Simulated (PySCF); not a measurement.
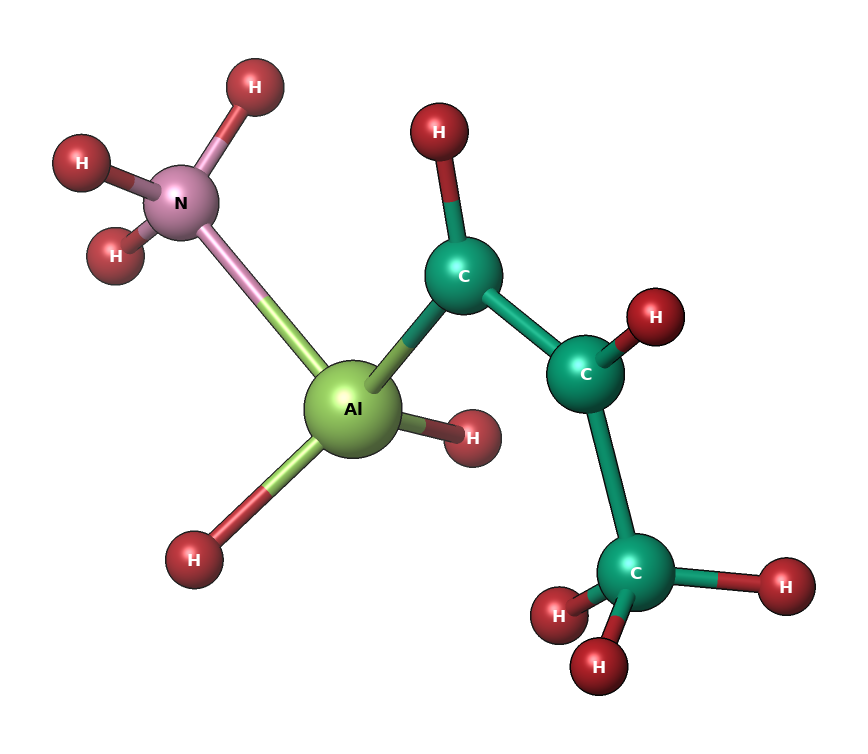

Ball-and-stick drawing of a structure. Every bond is drawn as one stick, whatever its order.

The geometry was computed by an optimisation with GFN2-xTB. No frequency run is at hand to confirm it as a minimum.

Q: Give the formula.

A: C3H10AlN, 15 atoms: 3 carbon, 10 hydrogen, 1 aluminium and 1 nitrogen.

Q: How many bonds of each kind are drawn?

A: 5 C–H, 3 N–H, 2 C–C, 2 Al–H, 1 C–Al, 1 Al–N.

Q: What is its SMILES?

A: C/C=[CH]\[AlH2-][NH3+]

Q: Give the symmetry (Schoenflies symbol).

A: Cs.
